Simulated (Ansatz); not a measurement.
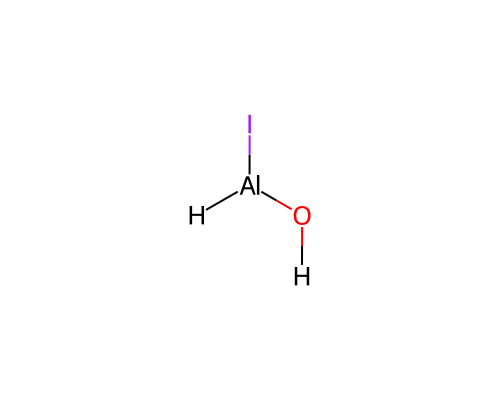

Skeletal drawing of a molecule.

Write the SMILES.

[OH][AlH][I]

What is the molecular formula?

AlH2IO.

An optimisation with PBE0-D4/def2-TZVP gave a structure of which point group?

Cs.

The parts below concern this one geometry. Atoms keep their numbers from picture to picture. The computed structure is the end point of a PBE0-D4/def2-TZVP optimisation. No frequency run is at hand to confirm it as a minimum.

### Geometry

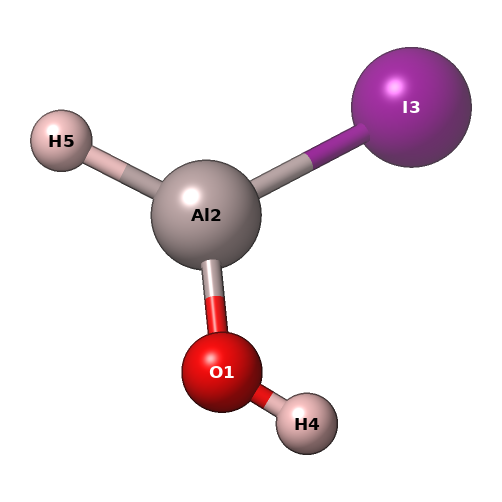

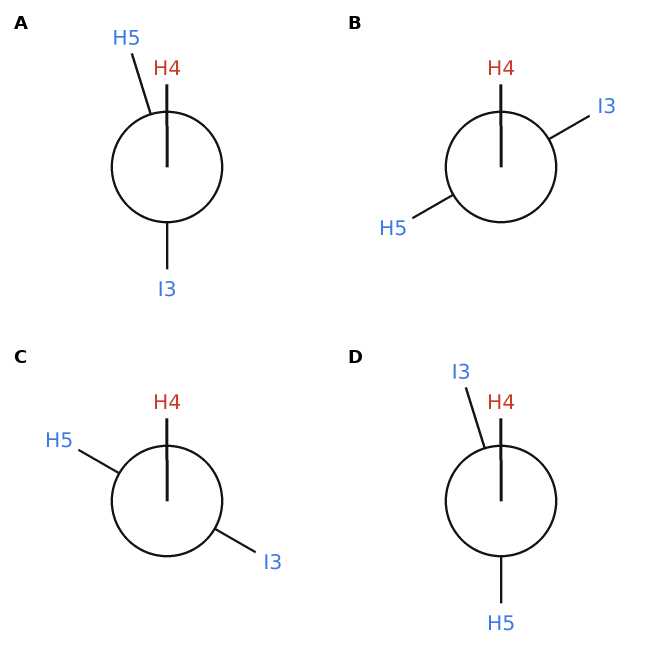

Atoms fade into the background with distance from the viewer. Bonds that would overlap in a projection are set slightly apart. No frequency run is at hand to confirm it as a minimum.

Which Newman projection shows the view along O1–Al2, with O1 in front?

D. The torsion angle H4–O1–Al2–I3 is 0°, synperiplanar (eclipsed).

### Dipole moment

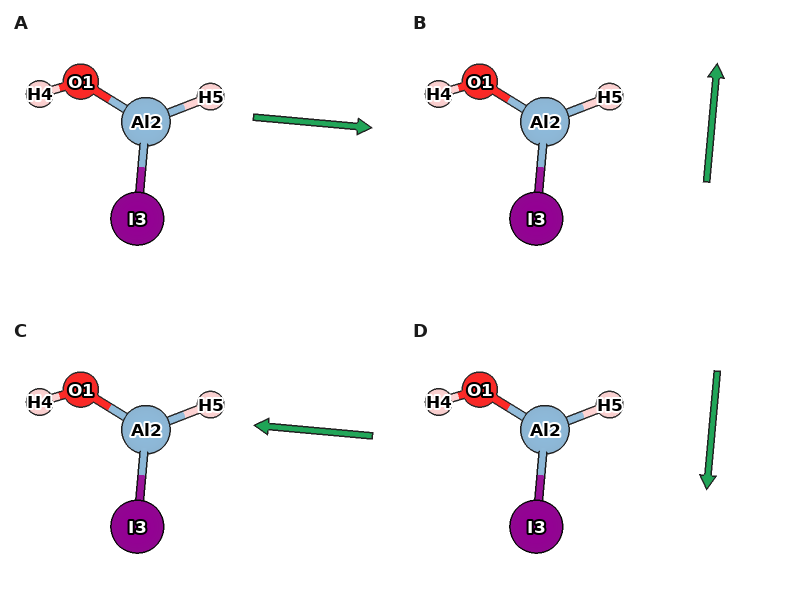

The same molecule four times, each with an arrow. No frequency run is at hand to confirm it as a minimum. Level of theory: RKS PBE0-D4/def2-TZVP, core potentials on I (Ansatz 0.2.0).

Which arrow points along the dipole moment, from the negative to the positive end?

C. The dipole moment is 0.71 D; it points from the side of H5 to the side of H4 (the outermost atoms at the two ends).

### Electronic properties

No frequency run is at hand to confirm it as a minimum. Method: RKS PBE0-D4/def2-TZVPP, core potentials on I (Ansatz 0.2.0).

What is the LUMO energy (Kohn–Sham orbital)?

−1.08 eV.

Estimate the HOMO energy (Kohn–Sham orbital).

−7.85 eV.

### Charges

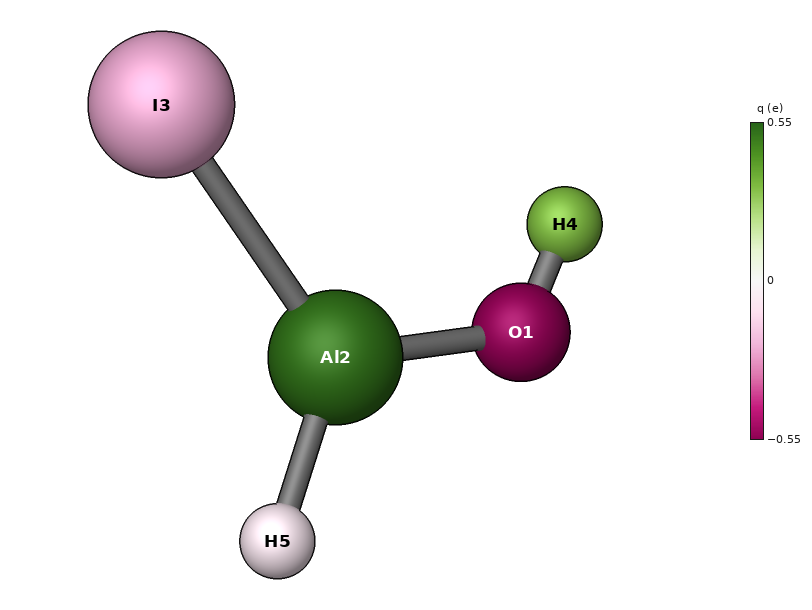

Atoms are coloured by their Mulliken charges. No frequency run is at hand to confirm it as a minimum. Method: RKS PBE0-D4/def2-TZVP, core potentials on I (Ansatz 0.2.0).

List the Mulliken charges.

```
atom  value (e)
  O1      −0.53
 Al2       0.51
  I3      −0.24
  H4       0.32
  H5      −0.07
```

Mulliken values depend strongly on the basis set and can even reverse the polarity of a bond.
